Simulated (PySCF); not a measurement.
# C3H10NSi3 (SMILES C[SiH][C@H](C#N)[SiH2][SiH3]) (doublet): what the fields show

| atom | x (Å) | y (Å) | z (Å) |
| --- | --- | --- | --- |
| C | -2.8871 | 0.5507 | 0.6596 |
| Si | -1.1595 | -0.2392 | 0.6600 |
| C | -0.1127 | 0.4311 | -0.8112 |
| C | -0.7123 | -0.0696 | -1.9929 |
| N | -1.2149 | -0.5229 | -2.9205 |
| Si | 1.7240 | -0.1299 | -0.7024 |
| Si | 2.6717 | 0.8397 | 1.1658 |
| H | -2.8405 | 1.6358 | 0.7119 |
| H | -3.4805 | 0.2056 | 1.5011 |
| H | -3.4205 | 0.2890 | -0.2534 |
| H | -1.2093 | -1.7031 | 0.6177 |
| H | -0.1575 | 1.5229 | -0.8312 |
| H | 1.6997 | -1.5986 | -0.6749 |
| H | 2.3700 | 0.2389 | -1.9714 |
| H | 1.7487 | 1.7269 | 1.8825 |
| H | 3.1282 | -0.1609 | 2.1314 |
| H | 3.8458 | 1.6452 | 0.8180 |

Geometry: GFN2-xTB.

All numbers below come from UKS B3LYP, pcH-1 on C H N Si, non-relativistic, mean-field spin-orbit, GIAO in PySCF.

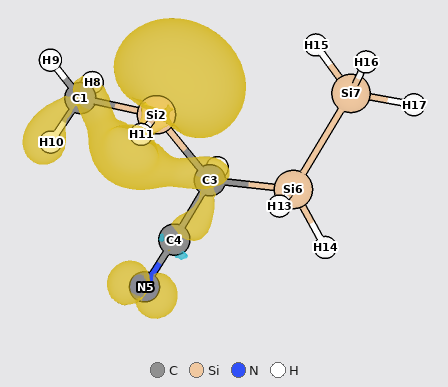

Figure 1. Isosurfaces of the spin density (α minus β) at +0.015 (yellow) and −0.015 e/Å³ (cyan), seen across its widest extent.

Question: Which atoms carry the spin?

Answer: The unpaired spin (1 electron) lies mostly on Si2 (about 0.7) and H11 (about 0.1), in electrons by Hirshfeld's partition.

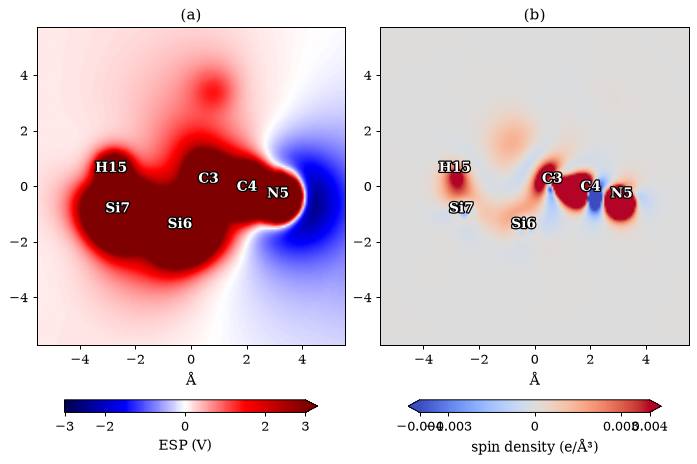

Figure 2. (a) electrostatic potential; (b) spin density (α minus β) on the plane of atoms Si6, Si7 and H15.

Question: Describe what can be read from this map.

Answer: The plane passes through C, N, Si and H nuclei. The unpaired spin (1 electron) lies mostly on Si2 (about 0.7) and H11 (about 0.1), in electrons by Hirshfeld's partition. Outside the dense part of the molecule the potential is most negative (−2.4 V) near N5.

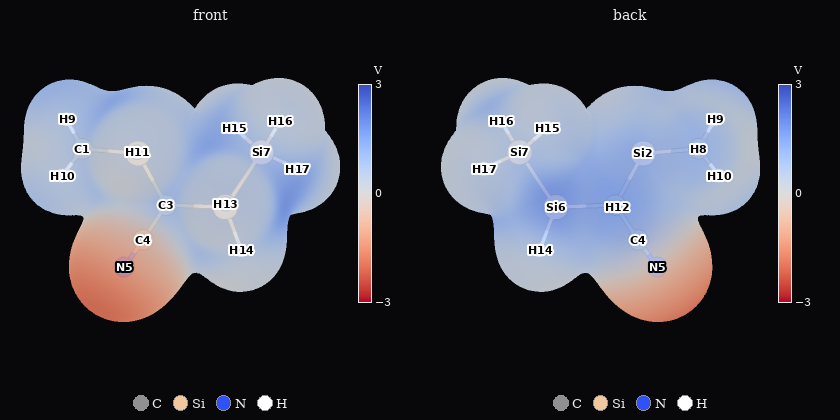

Figure 3. The molecular electrostatic potential painted on the density surface at 0.002 e/bohr³, seen from the front and from behind; red is negative and blue positive.

Question: Describe the electrostatic potential map.

Answer: The most negative region (about −2.0 V, or −46 kcal/mol for a unit charge) lies over N5, the most positive (about +1.8 V, or +42 kcal/mol for a unit charge) over Si6 and Si7. N5 is the likeliest acceptor of a hydrogen bond.
